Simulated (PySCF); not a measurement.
# S2F2 (Thio-thionyl fluoride) at M06-2X/STO-3G

Aim: the vertical ionisation energy of S2F2 (Thio-thionyl fluoride) at M06-2X/STO-3G, from 2 runs. The job is set up through a Python script.

The calculation is run with PySCF 2.14.0.

8 further runs of the same task are left out: 8 set aside as unsound or not needed.

**1. The system as given**

S2F2 has 4 atoms, charge 0, and is taken as a singlet. SMILES: `FS(F)=S`. Geometry: relaxed at GFN2-xTB.

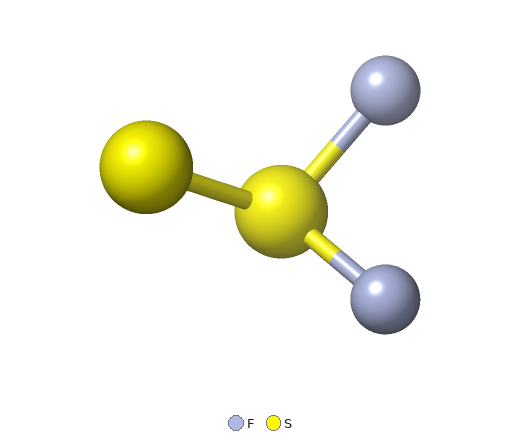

The structure, seen from a chosen angle (fluorine light blue, sulfur yellow).

**2. A single-point energy at M06-2X/STO-3G**

The input, input.xyz:

```xyz
4

F      0.766610     0.341640     1.237090
S     -0.514710    -0.073220     0.231030
F      0.333030    -1.428520    -0.291570
S     -0.584940     1.160090    -1.176550
```

The input, run.py:

```python
from pyscf import gto, dft

mol = gto.M(
    atom='input.xyz',
    verbose=3,
    spin=0,
    max_memory=1860,
    basis='sto-3g',
)

mf = dft.RKS(mol, xc='m06-2x')
mf.grids.level = 5
mf.conv_tol = 1e-10
mf.kernel()
if not mf.converged:
    mf = mf.newton().run(mf.mo_coeff, mf.mo_occ)

e_tot = mf.e_tot
print('Final energy', e_tot)
```

Command:

```console
OMP_NUM_THREADS=1 python run.py
```

Output:

```text
converged SCF energy = -984.2201873221
Final energy -984.2201873220997
```

Run time: 6 s. Hardware: 1 thread of Arm Neoverse V1, shared host; peak memory 0.24 GiB.

**3. The doublet cation**

The input, run.py:

```python
from pyscf import gto, dft

system = gto.Mole()
system.atom = 'F 0.766610 0.341640 1.237090; S -0.514710 -0.073220 0.231030; F 0.333030 -1.428520 -0.291570; S -0.584940 1.160090 -1.176550'
system.max_memory = 1860
system.verbose = 3
system.spin = 1
system.charge = 1
system.basis = 'sto-3g'
system.build()

myscf = dft.UKS(system, xc='m06-2x')
myscf.conv_tol = 1e-10
myscf.grids.level = 5
myscf.kernel()
if not myscf.converged:
    myscf = myscf.newton().run(myscf.mo_coeff, myscf.mo_occ)

etot = myscf.e_tot
print(f'total energy: {etot:.8f} hartree')
```

Command:

```console
OMP_NUM_THREADS=1 python run.py
```

Output:

```text
WARN: HOMO -0.30143073777309 >= LUMO -0.301430737773081

converged SCF energy = -983.991385004735  <S^2> = 0.75420893  2S+1 = 2.0042045
total energy: -983.99138500 hartree
```

Wall time 15 s (1 thread of Arm Neoverse V1, shared host); peak memory 0.25 GiB.

**4. Summary of results**

Level: M06-2X/STO-3G.

| quantity | value |
| --- | --- |
| singlet S2F2: total energy | -984.22019 Eh |
| singlet S2F2: dipole moment | 1.66 D |
| singlet S2F2: HOMO energy | -4.06 eV |
| singlet S2F2: LUMO energy | 3.67 eV |
| singlet S2F2: HOMO–LUMO gap | 7.74 eV |
| doublet cation: total energy | -983.99139 Eh |
| doublet cation: HOMO energy (highest over α and β) | -13.89 eV |
| doublet cation: LUMO energy (lowest over α and β) | -8.32 eV |
| doublet cation: ⟨S²⟩ | 0.754 |
| vertical ionisation energy (to the doublet cation) | 6.226 eV |

**Reading.** Removing an electron at fixed nuclei costs 6.23 eV (144 kcal/mol). −ε(HOMO) before ionisation, 4.06 eV, is 2.16 eV below this ionisation energy. In a minimal basis such a difference can be off by several eV, whatever the method.
